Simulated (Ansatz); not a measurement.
# How fast states decay through Cs2KLiBr4, part 2 of 3

A new crystal, Cs2KLiBr4: structure, gap and complex bands. It is built by putting K for part of the Li in the CsLiBr2 structure of space group P4/nmm, with the volume rescaled by atomic radii. The parent structure comes from the Materials Project.

Ansatz 0.2.0; PBE DFT, plane waves, PAW files (the session's first sound run).

So far. Step 2 (Cell and atoms at rest): The largest force component on a free atom ends at 0.0074 eV/Å.

The structure was built from a prototype and need not be the compound's stable phase.

### Step 3. Band edges

The energy window and the wavevectors of the next steps follow from the band edges, so these are searched first, off the mesh as well.

Input file input.yaml:

```yaml
crystal:
  lattice:
    - [5.3894039653, 0.0, 0.0]
    - [0.0, 5.3894039653, 0.0]
    - [0.0, 0.0, 11.8878391568]
  atoms:
    - { symbol: Cs, position: [0.0, 0.5, 0.2796171891] }
    - { symbol: Cs, position: [0.5, 0.0, 0.616101062] }
    - { symbol: Li, position: [0.5, 0.0, 0.1096611725] }
    - { symbol: K, position: [0.0, 0.5, 0.9149171597] }
    - { symbol: Br, position: [0.0, 0.5, 0.6415526367] }
    - { symbol: Br, position: [0.5, 0.0, 0.3265177869] }
    - { symbol: Br, position: [0.0, 0.0, 0.0558164966] }
    - { symbol: Br, position: [0.5, 0.5, 0.0558164966] }
kpoints:
  mp_grid: { grid: [4, 4, 4] }
  band_path: { path: [VBM, CBM], npoints: 30 }
scf:
  occupations: { method: fixed }
hamiltonian:
  xc: pbe
output:
  eigenvalues: true
  write_potential: true
  write_density: true
  volumetric_format: npy
  elf: true
```

Run with:

```console
$ ansatz run input.yaml --threads 2 --pin off --max-ram 4096MiB --backend cpu --events-out ev --progress --plain --runs-dir out
```

Numbers of over 12 decimals in the logs are rounded to 6 here.

Log:

```text
[...]
Crystal: 8 atoms, lattice volume = 345.290 Å³
Basis set: ecut = 420 eV, 6683 PW (Γ)
Bands: 37, of which v1, the nominal top of the filled ones, is band 29 counted from 1 (28 counted from 0)
Symmetry: 8 space group operations
[...]
k-points: 18 of 64 (time reversal used)
[...]
SCF iter   1: F=—  HF=-24230.193683 eV  |F-HF|=—  |Δ(HF+E_count)|=         —  Δρ=6.70e-4  dr2=9.07e-3  ethr=1.77e-3  ⟨swp⟩=5.7  Hψ=2553  notcnv=0  defer=99
[...]
SCF iter   6: F=-24230.190287 eV  HF=-24230.190287 eV  |F-HF|=2.13e-8  |Δ(HF+E_count)|=   1.37e-6  Δρ=4.02e-6  dr2=7.56e-8  ethr=1.72e-10  ⟨swp⟩=16.8  Hψ=4790  notcnv=0
SCF 1 converged in 6 iterations: F = -24230.190287 eV  dr2 = 7.56e-8
[...]
NSCF: frozen V_eff on 40 k-points
[...]
SCF converged after 6 iterations
Free energy (F): -24230.190287 eV
[...]
Internal energy: -24230.190287 eV  (E = F + TS)
E sigma→0 (E₀):  -24230.190287 eV
Fermi energy:    1.263870 eV
[...]
--- Band table (eV; the first three rows and the last of 18) ---
  k-point 0: bands = [... 25 lower, 0.4971, 0.4971, 1.0536, 1.0536, 4.5096, 5.8029, 6.1431, 6.4789, ... 4 higher]
  k-point 1: bands = [... 25 lower, 0.4967, 0.4967, 1.0538, 1.0538, 4.6323, 5.8185, 5.8270, 6.7276, ... 4 higher]
  k-point 2: bands = [... 25 lower, 0.4963, 0.4963, 1.0541, 1.0541, 4.8026, 5.5452, 5.8536, 6.7764, ... 4 higher]
  k-point 17: bands = [... 25 lower, 0.5685, 0.5685, 1.2359, 1.2639, 6.1013, 6.1764, 6.1764, 6.7881, ... 4 higher]
```

It took 51 s on 2 threads of Intel Xeon Platinum 8488C (Sapphire Rapids), shared host; peak memory 0.76 GiB.

Reading the cycles: dr2 is the Hartree energy of the density residual (eV), the measure of convergence; HF is the Harris–Foulkes estimate of the energy, which meets the free energy F at convergence.

Numbers from this step:

* free energy: -24230.1903 eV
* Fermi energy: 1.264 eV
* gap on the k-mesh: 3.246 eV
* gap on path: 3.246 eV, by band count; negative where bands overlap
* direct gap on path: 3.456 eV
* edge places on path: 0, 0.8632 1/A along the path

Electronic bands along the path, in eV, zero at the Fermi level (highest filled level under fixed occupations); v1 is the highest filled band, c1 the lowest empty one:

```
point     v4     v3     v2     v1    c1    c2    c3    c4
  VBM  -0.70  -0.70  -0.03   0.00  4.84  4.91  4.91  5.52
  CBM  -0.77  -0.77  -0.21  -0.21  3.25  4.54  4.88  5.21
```

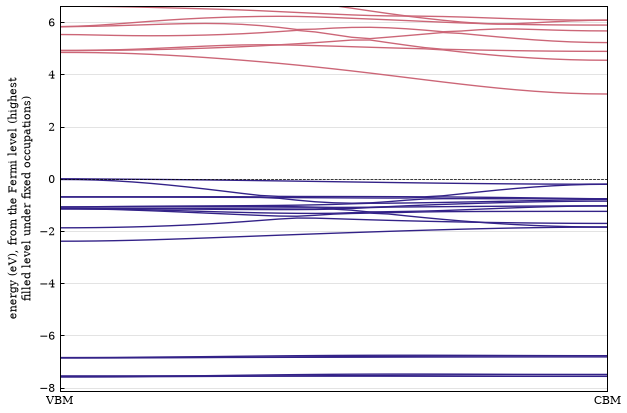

Electronic bands along the path; lines of filled and empty bands in two colours.

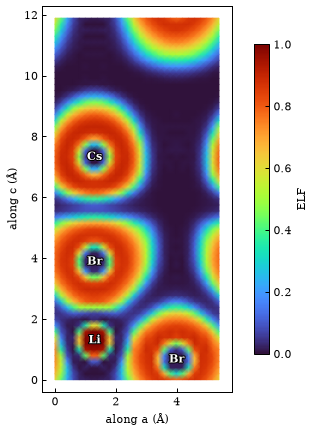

ELF in the ac plane at fractional y = 0.000, with atoms of Cs and Li and Br within 0.2 Å of it. It is the smooth field of the valence electrons, not physical close to the nuclei. The map starts off the cell's origin, so that atoms lie inside it.

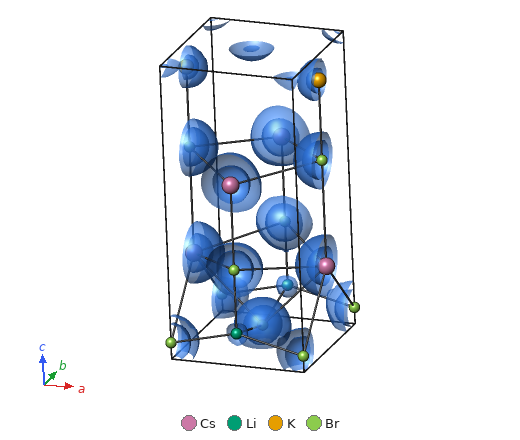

Surface of ELF = 0.85.

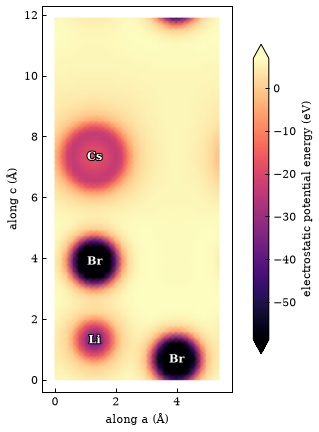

Electrostatic potential energy in the ac plane at fractional y = 0.000, with atoms of Cs and Li and Br within 0.2 Å of it. With pseudopotentials it is smooth inside the atoms' cores, unlike the true potential. The map starts off the cell's origin, so that atoms lie inside it.

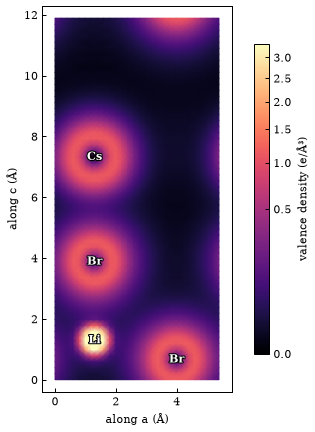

Valence density in the ac plane at fractional y = 0.000, with atoms of Cs and Li and Br within 0.2 Å of it. It is the smooth field of the valence electrons, not physical close to the nuclei. The map starts off the cell's origin, so that atoms lie inside it. The colour scale is stretched toward low values.

The searched edges give 3.25 eV, as on the mesh.

### Step 4. Complex bands

This step: PBE DFT, plane waves, PAW files; complex bands by layer matching along the plane's normal (Ansatz 0.2.0).

The same crystal is laid in a cell whose first two vectors span the (001) plane (indices of the standard conventional cell, whose axes can be ordered otherwise than in the bulk input). At fixed energy and wavevector in the plane the solver finds all kz, real and complex. A few wavevectors are listed, (0, 0) and (-0.5, -0.5) in units of the plane's reciprocal vectors; the slowest state needn't be among them.

Changes to input.yaml since step 3:

```diff
@@ -2,5 +2,5 @@
   lattice:
-    - [5.3894039653, 0.0, 0.0]
-    - [0.0, 5.3894039653, 0.0]
-    - [0.0, 0.0, 11.8878391568]
+    - [5.389403965, 0.0, 0.0]
+    - [0.0, 5.389403965, 0.0]
+    - [0.0, 0.0, 11.887839157]
   atoms:
@@ -15,4 +15,3 @@
 kpoints:
-  mp_grid: { grid: [4, 4, 4] }
-  band_path: { path: [VBM, CBM], npoints: 30 }
+  mp_grid: { grid: [4, 4, 2] }
 scf:
@@ -23,5 +22,6 @@
   eigenvalues: true
-  write_potential: true
-  write_density: true
-  volumetric_format: npy
-  elf: true
+  transmission:
+    leads: [[0, 0]]
+    kpoints: [[0.0, 0.0], [-0.5, -0.5]]
+    e_range: [-1.0, 4.25]
+    de: 0.13
```

Log:

```text
[...]
Crystal: 8 atoms, lattice volume = 345.290 Å³
Basis set: ecut = 420 eV, 6683 PW (Γ)
Bands: 37, of which v1, the nominal top of the filled ones, is band 29 counted from 1 (28 counted from 0)
Symmetry: 8 space group operations
[...]
k-points: 12 of 32
[...]
SCF iter   1: F=—  HF=-24230.192967 eV  |F-HF|=—  |Δ(HF+E_count)|=         —  Δρ=6.65e-4  dr2=8.92e-3  ethr=1.77e-3  ⟨swp⟩=5.7  Hψ=1717  notcnv=0  defer=66
[...]
SCF iter   6: F=-24230.190274 eV  HF=-24230.190274 eV  |F-HF|=2.17e-8  |Δ(HF+E_count)|=   1.30e-6  Δρ=3.94e-6  dr2=7.11e-8  ethr=1.72e-10  ⟨swp⟩=16.6  Hψ=3203  notcnv=0
SCF 1 converged in 6 iterations: F = -24230.190274 eV  dr2 = 7.11e-8
[...]
transmission: 19 of 38 steps passed
transmission: 38 of 38 steps passed
SCF converged after 6 iterations
Free energy (F): -24230.190274 eV
[...]
Internal energy: -24230.190274 eV  (E = F + TS)
E sigma→0 (E₀):  -24230.190274 eV
Fermi energy:    1.263883 eV
[...]
--- Band table (eV; the first three rows and the last of 12) ---
  k-point 0: bands = [... 25 lower, 0.4971, 0.4971, 1.0536, 1.0536, 4.5096, 5.8029, 6.1431, 6.4789, ... 4 higher]
  k-point 1: bands = [... 25 lower, 0.4963, 0.4963, 1.0541, 1.0541, 4.8026, 5.5452, 5.8536, 6.7764, ... 4 higher]
  k-point 2: bands = [... 25 lower, 0.4480, 0.5609, 0.7404, 0.7866, 5.1070, 6.2846, 6.3699, 6.8282, ... 4 higher]
  k-point 11: bands = [... 25 lower, 0.5685, 0.5685, 1.2360, 1.2639, 6.1013, 6.1764, 6.1764, 6.7881, ... 4 higher]
--- Transmission ---
  basis      : 253 plane waves across, 19 finite elements along
  points     : 2, as listed
  energies   : 41 from -1.000000 to 4.200000 eV about the Fermi level, 0.130000 eV apart; the leads are filled to 1.622882 eV, and channels, transmission and decay are at 1.600000 eV
  crystal 0  : Cs2Br4K1Li1, at the sites [0, 0], period 11.8878 Å: whole cells are its period
    offset         : up to 0.0000 Å between an atom of the period and one for which it stands
    channels       : 0.000000e0 a spin
    conductance    : none, the energies end too early or step too widely for 300 K: set another output.transmission.e_range or a lower de, or, where they end at an eighth of basis.ecutwfc, a higher one
    slowest decay  : 0.3458 /Å at (0.0000, 0.0000)
```

The job ended after 54 s (2 threads; peak memory 1.2 GiB).

Numbers from this step:

```yaml
level_to_which_the_leads_are_filled: 1.623 eV from the Fermi level
decay_constant_at_the_filling_level_zone_centre: 0.3458 Å⁻¹
decay_constant_at_the_filling_level_slowest_listed_point: 0.3458 Å⁻¹
```

K parallel (0, 0); values up to 1.5 1/Å, a degenerate pair printed once or twice; energies at which all values exceed this have no row. Table of Im kz of the slowest decaying states by energy, zero at the highest filled level on the SCF mesh:

```
energy (eV)  decay 1 (Å⁻¹)  decay 2 (Å⁻¹)  decay 3 (Å⁻¹)  decay 4 (Å⁻¹)
     -1.000          0.122          0.467          0.492          0.684
     -0.480          0.275          0.557          0.643          0.786
      0.040          0.343          0.578          0.643          0.747
      0.560          0.365          0.583          0.721          0.798
      0.950          0.366          0.581          0.737          0.790
      1.470          0.352          0.572          0.738          0.754
      1.990          0.320          0.557          0.708          0.725
      2.510          0.265          0.536          0.652          0.700
      3.030          0.158          0.510          0.584          0.666
      3.550         0.0267          0.477          0.499          0.623
      3.940         0.0963          0.414          0.448          0.584
```

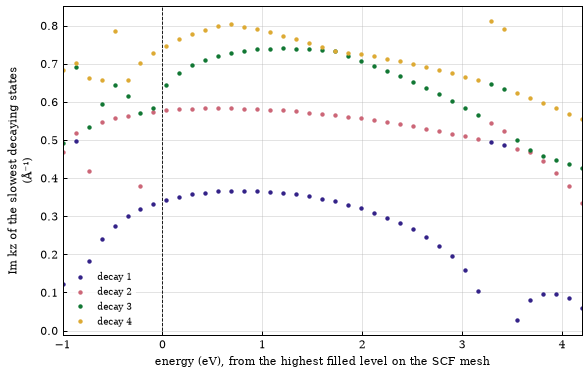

Im kz of the slowest decaying states, plotted against energy.

K parallel (-0.5, -0.5); values up to 1.5 1/Å, a degenerate pair printed once or twice; energies at which all values exceed this have no row. Table of Im kz of the slowest decaying states by energy, zero at the highest filled level on the SCF mesh:

```
energy (eV)  decay 1 (Å⁻¹)  decay 2 (Å⁻¹)  decay 3 (Å⁻¹)  decay 4 (Å⁻¹)
     -1.000          0.280          0.290          0.314          0.894
     -0.480          0.408          0.429          0.443          0.976
      0.040          0.480          0.490          0.525          0.999
      0.560          0.492          0.526          0.559           1.00
      0.950          0.491          0.542          0.566          0.999
      1.470          0.481          0.554          0.559          0.987
      1.990          0.462          0.539          0.556          0.969
      2.510          0.435          0.509          0.549          0.945
      3.030          0.398          0.467          0.531          0.901
      3.550          0.349          0.410          0.501          0.838
      3.940          0.301          0.352          0.469          0.790
```

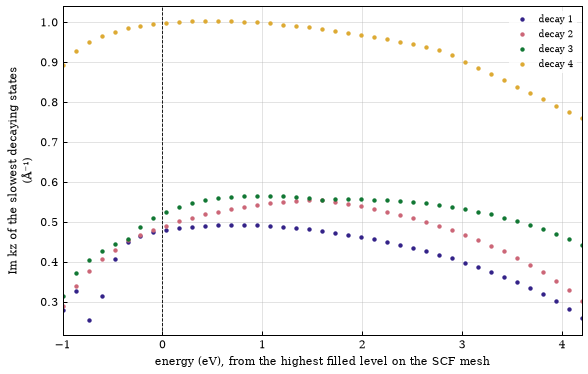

Im kz of the slowest decaying states, plotted against energy.

At the listed wavevectors the last open channel is at -0.87 eV and the next at +3.29 eV on the grid, wider than the gap, since narrow bands can fall between grid energies. At +1.60 eV, the grid energy nearest the filling level (the middle of the gap on the SCF mesh), the slowest state at the listed wavevectors decays with κ = 0.346 Å⁻¹, its amplitude falling by e over 2.9 Å. Through 1 nm of this crystal that state's transmission falls by exp(−2 × 0.346 Å⁻¹ × 10 Å) = 9.9e-4.

### Step 5. Decay over the two-dimensional zone

The listed points could miss the slowest state, so one energy near mid-gap is solved on a mesh of 6×6.

Changes to input.yaml since step 4:

```diff
@@ -22,6 +22,2 @@
   eigenvalues: true
-  transmission:
-    leads: [[0, 0]]
-    kpoints: [[0.0, 0.0], [-0.5, -0.5]]
-    e_range: [-1.0, 4.25]
-    de: 0.13
+  transmission: { leads: [[0, 0]], kmesh: [6, 6], e_range: [1.62, 1.63], de: 0.05 }
```

Log:

```text
[...]
Crystal: 8 atoms, lattice volume = 345.290 Å³
Basis set: ecut = 420 eV, 6683 PW (Γ)
Bands: 37, of which v1, the nominal top of the filled ones, is band 29 counted from 1 (28 counted from 0)
Symmetry: 8 space group operations
[...]
k-points: 12 of 32
[...]
SCF iter   1: F=—  HF=-24230.192967 eV  |F-HF|=—  |Δ(HF+E_count)|=         —  Δρ=6.65e-4  dr2=8.92e-3  ethr=1.77e-3  ⟨swp⟩=5.7  Hψ=1717  notcnv=0  defer=66
[...]
SCF iter   6: F=-24230.190274 eV  HF=-24230.190274 eV  |F-HF|=2.17e-8  |Δ(HF+E_count)|=   1.30e-6  Δρ=3.94e-6  dr2=7.11e-8  ethr=1.72e-10  ⟨swp⟩=16.6  Hψ=3203  notcnv=0
SCF 1 converged in 6 iterations: F = -24230.190274 eV  dr2 = 7.11e-8
[...]
transmission: 36 of 180 steps passed
transmission: 72 of 180 steps passed
[...]
transmission: 180 of 180 steps passed
SCF converged after 6 iterations
Free energy (F): -24230.190274 eV
[...]
Internal energy: -24230.190274 eV  (E = F + TS)
E sigma→0 (E₀):  -24230.190274 eV
Fermi energy:    1.263883 eV
[...]
--- Band table (eV; the first three rows and the last of 12) ---
  k-point 0: bands = [... 25 lower, 0.4971, 0.4971, 1.0536, 1.0536, 4.5096, 5.8029, 6.1431, 6.4789, ... 4 higher]
  k-point 1: bands = [... 25 lower, 0.4963, 0.4963, 1.0541, 1.0541, 4.8026, 5.5452, 5.8536, 6.7764, ... 4 higher]
  k-point 2: bands = [... 25 lower, 0.4480, 0.5609, 0.7404, 0.7866, 5.1070, 6.2846, 6.3699, 6.8282, ... 4 higher]
  k-point 11: bands = [... 25 lower, 0.5685, 0.5685, 1.2360, 1.2639, 6.1013, 6.1764, 6.1764, 6.7881, ... 4 higher]
--- Transmission ---
  basis      : 253 plane waves across, 18 finite elements along
  points     : 10, standing for a mesh of 6 x 6
  energies   : 1 from 1.620000 to 1.620000 eV about the Fermi level; the leads are filled to 1.622882 eV, and channels, transmission and decay are at 1.620000 eV
[...]
channels       : 0.000000e0 a spin
    conductance    : none, crystal 0 has no channel at the energies, or these end too early or step too widely for 300 K: set another output.transmission.e_range or a lower de, or, where they end at an eighth of basis.ecutwfc, a higher one
    slowest decay  : 0.3448 /Å at (0.0000, 0.0000)
```

Run time: 26 s. Hardware: 2 threads; peak memory 1.3 GiB.

Numbers from this step:

* least decay constant on the mesh: 0.3448 Å⁻¹

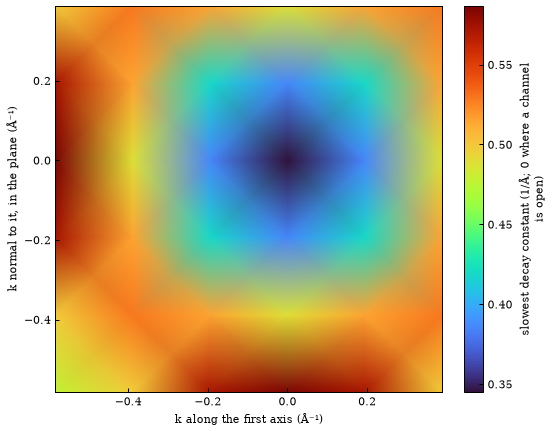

Slowest decay constant (1/Å; 0 where a channel is open) over k1 and k2. At 1.6200 eV from the Fermi level.

The least value on the mesh is 0.345 Å⁻¹ at +1.62 eV. At that energy the listed points give about 0.345 Å⁻¹ by interpolation, so the mesh holds no clearly slower state.

### Step 6. Band edges at another level

This step: LDA DFT, plane waves, PAW files (Ansatz 0.2.0).

The edges again with LDA, at the same atoms.

Changes to input.yaml since step 5:

```diff
@@ -2,5 +2,5 @@
   lattice:
-    - [5.389403965, 0.0, 0.0]
-    - [0.0, 5.389403965, 0.0]
-    - [0.0, 0.0, 11.887839157]
+    - [5.3894039653, 0.0, 0.0]
+    - [0.0, 5.3894039653, 0.0]
+    - [0.0, 0.0, 11.8878391568]
   atoms:
@@ -15,3 +15,4 @@
 kpoints:
-  mp_grid: { grid: [4, 4, 2] }
+  mp_grid: { grid: [4, 4, 4] }
+  band_path: { path: [VBM, CBM], npoints: 30 }
 scf:
@@ -19,5 +20,4 @@
 hamiltonian:
-  xc: pbe
+  xc: lda
 output:
   eigenvalues: true
-  transmission: { leads: [[0, 0]], kmesh: [6, 6], e_range: [1.62, 1.63], de: 0.05 }
```

Log:

```text
[...]
Crystal: 8 atoms, lattice volume = 345.290 Å³
Basis set: ecut = 420 eV, 6683 PW (Γ)
Bands: 37, of which v1, the nominal top of the filled ones, is band 29 counted from 1 (28 counted from 0)
Symmetry: 8 space group operations
[...]
k-points: 18 of 64 (time reversal used)
[...]
SCF iter   1: F=—  HF=-23496.192723 eV  |F-HF|=—  |Δ(HF+E_count)|=         —  Δρ=3.64e-3  dr2=3.46e-2  ethr=1.77e-3  ⟨swp⟩=5.5  Hψ=2453  notcnv=0  defer=98
[...]
SCF iter   7: F=-23496.176960 eV  HF=-23496.176960 eV  |F-HF|=5.73e-9  |Δ(HF+E_count)|=  6.62e-10  Δρ=1.79e-6  dr2=2.12e-8  ethr=1.72e-10  ⟨swp⟩=17.5  Hψ=4170  notcnv=0
SCF 1 converged in 7 iterations: F = -23496.176960 eV  dr2 = 2.12e-8
[...]
SCF converged after 7 iterations
Free energy (F): -23496.176960 eV
[...]
Internal energy: -23496.176960 eV  (E = F + TS)
E sigma→0 (E₀):  -23496.176960 eV
Fermi energy:    0.977668 eV
[...]
--- Band table (eV; the first three rows and the last of 18) ---
  k-point 0: bands = [... 25 lower, 0.2131, 0.2131, 0.7681, 0.7681, 3.9147, 5.2870, 5.6090, 5.8818, ... 4 higher]
  k-point 1: bands = [... 25 lower, 0.2126, 0.2126, 0.7683, 0.7683, 4.0448, 5.2388, 5.3132, 6.1808, ... 4 higher]
  k-point 2: bands = [... 25 lower, 0.2121, 0.2121, 0.7686, 0.7686, 4.2289, 4.9451, 5.3422, 6.2555, ... 4 higher]
  k-point 17: bands = [... 25 lower, 0.2815, 0.2815, 0.9613, 0.9777, 5.6038, 5.6813, 5.6813, 6.2558, ... 4 higher]
```

Wall time 51 s (2 threads); peak memory 0.67 GiB.

This step gave:

| Property | Result |
| --- | --- |
| free energy | -23496.1770 eV |
| Fermi energy | 0.9777 eV |
| gap on the k-mesh | 2.937 eV |
| gap on path | 2.937 eV, by band count; negative where bands overlap |
| direct gap on path | 3.147 eV |

The electronic bands at the labelled points (eV, zero at the Fermi level (highest filled level under fixed occupations); v1 is the highest filled band, c1 the lowest empty one):

```
point     v4     v3     v2     v1    c1    c2    c3    c4
  VBM  -0.70  -0.70  -0.02   0.00  4.63  4.70  4.70  5.28
  CBM  -0.76  -0.76  -0.21  -0.21  2.94  4.31  4.63  4.90
```

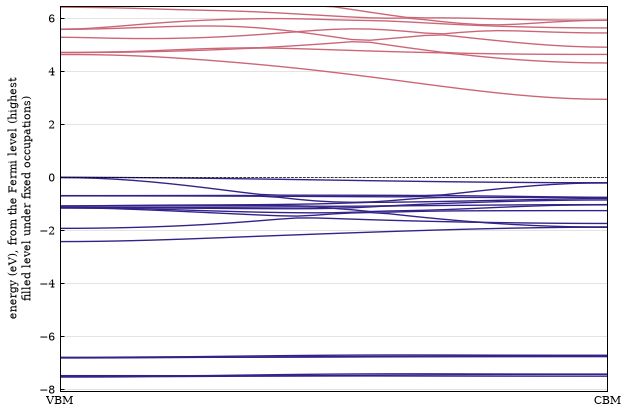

Electronic bands along the path; lines of filled and empty bands in two colours.

The searched edges give 2.94 eV, as on the mesh.

Between step 3 and this run (LDA) the value for the gap on the k-mesh moves from 3.25 eV to 2.94 eV.

(Continued in part 3 of 3.)

[Logs are printed without paths, hosts, clocks, repeated set-up lines and the standing remarks that a program may print on its own settings, such as how far it seeks lower states.]

[Hosts, paths, dates, database ids (printed as entryN), source tags and the programs' standing remarks are cut or masked in the printed files.]

[New means built here by substitution; the compound itself may be known and measured.]
